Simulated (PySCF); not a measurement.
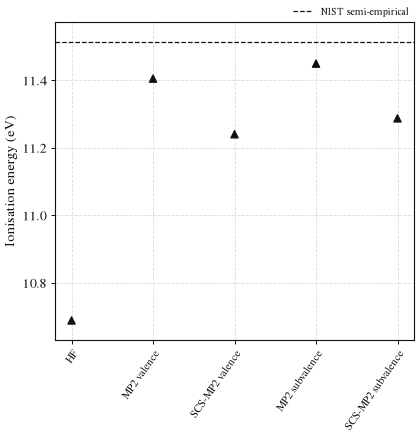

The ionisation energy of an atom or ion with 64 electrons in the configuration [Xe] 4f⁹ 6s by several methods. PySCF, cc-pVDZ-X2C, spin-free X2C-1e, unrestricted single determinants, no spin-orbit coupling. Methods marked “valence” freeze 46 core electrons; methods marked “subvalence” freeze 28 core electrons.

Which atom or ion is it?

Tb II (Tb⁺). The values run from 10.688 eV (HF) to 11.449 eV (MP2 subvalence). The NIST semi-empirical value is 11.513 ± 0.02 eV; nearest to it come MP2 subvalence (−0.064) and MP2 valence (−0.109), furthest HF (−0.825 eV).

Caveat: determinant is not a pure L term; determinant is not a pure L term.
